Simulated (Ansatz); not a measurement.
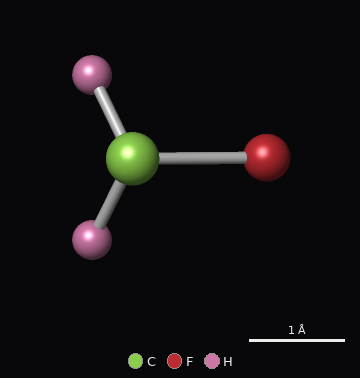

This is CH$_{2}$F (charge −1). Style: ball-and-stick. Shown at a tilt.

Theory: Ansatz, RHF-CCSD(T), frozen core/def2-TZVPPD. 

Change: All atoms are moved at random (σ = 0.12 Å) from the PBE0-D4/def2-TZVP minimum.

**What is the effect?**

It costs 0.982 eV. The largest force is 3.6 eV/Å, on an H atom. The forces mostly point back along the displacements (cosine −0.87). At other levels of theory the same distortion costs 0.880 eV (RKS PBE-D4/def2-TZVPPD), 0.963 eV (RKS r2SCAN-D4/def2-TZVPPD), 1.029 eV (RKS PBE0-D4/def2-TZVPPD), 1.028 eV (RKS wB97M-V/def2-TZVPPD). Some distances before and after: C–H 1.116 → 1.104 to 1.440 Å, C–F 1.492 → 1.599 Å. Among the angles between lasting bonds that change: F–C–H 101.6° → 95.3°.

Drawn alike, the variant:

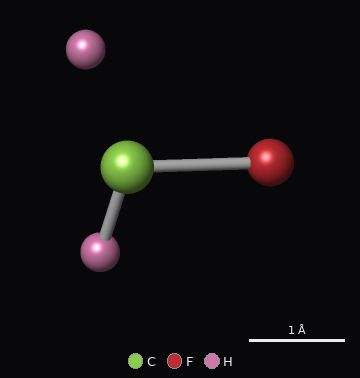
